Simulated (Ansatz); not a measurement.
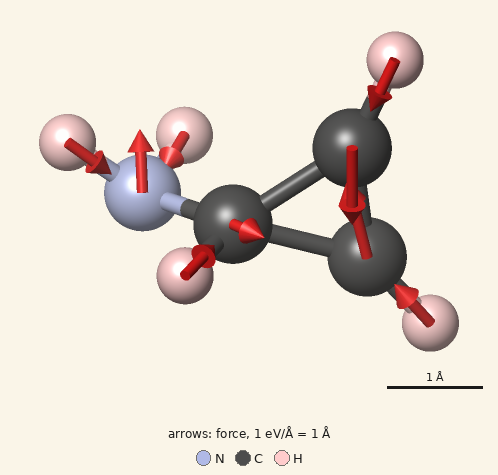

Starting geometry of C3H5N with the computed forces as red arrows. A ball-and-stick model, seen at a tilt.

The start comes from PBE-D4/def2-SVP.

The calculation used Ansatz, RKS PBE0-D4/def2-TZVP.

The input:
```yaml
crystal:
  periodic: [false, false, false]
  atoms:
    - {symbol: N, position_ang: [-0.224829, 1.305351, -0.569731]}
    - {symbol: C, position_ang: [0.496616, 0.108839, -0.195587]}
    - {symbol: C, position_ang: [-0.168761, -1.216479, 0.114679]}
    - {symbol: C, position_ang: [0.273600, -0.520461, 1.143265]}
    - {symbol: H, position_ang: [-0.233206, 1.414081, -1.592450]}
    - {symbol: H, position_ang: [-1.206894, 1.233867, -0.272691]}
    - {symbol: H, position_ang: [1.520279, 0.123765, -0.626722]}
    - {symbol: H, position_ang: [-0.717734, -2.094443, -0.249672]}
    - {symbol: H, position_ang: [0.349429, -0.400919, 2.231910]}
basis:
  gaussian: {orbitals: def2-TZVP}
hamiltonian: {xc: pbe0, dispersion: d4}
relax: {f_tol: 0.005, max_steps: 150}
```

Run as
```bash
ansatz run in.yaml --threads 2 --pin off --events-out ev --progress --plain --max-ram 4352MiB
```

> Is this structure relaxed? If not, where do the atoms go?

It isn't relaxed: the largest force vector, on C3, is 0.95 eV/Å. The final displacements follow the starting forces only in part (cosine between the two patterns 0.67). H8 moves most after the best rigid fit: 0.035 Å. By element the largest moves are H 0.035 Å, N 0.018 Å, C 0.018 Å. Near-neighbour distances that change, for instance: C3–C4 1.318 → 1.297 Å, C2–H7 1.111 → 1.090 Å, C2–C3 1.515 → 1.495 Å, C3–H8 1.098 → 1.079 Å. After 6 geometry steps the energy has fallen by 5.13 kJ/mol. The largest force component goes from 0.76 to 0.0041 eV/Å. Cost: 21 s on 2 threads of Arm Neoverse V1 (shared host).
